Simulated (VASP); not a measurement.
Band structure of BiPbIO2 (space group I4mm). Calculation: PBEsol GGA, VASP's PBE PAW potentials (set 64) (plane waves; VASP).

Unless said otherwise, spin-orbit coupling is left out, though it shifts the bands of the heavy elements here.

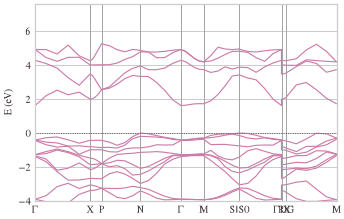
Bands along high-symmetry lines, zero at the valence-band maximum or, without a gap, the Fermi level

Q: Read the plot: is there a gap, and where are the band edges?

A: The gap is indirect, 1.62 eV, from the valence maximum at N to the conduction minimum at Γ.

The structure comes from a computed database's BiPbIO2 entry; how it stands against other phases isn't given here. The cell was not relaxed at this level.
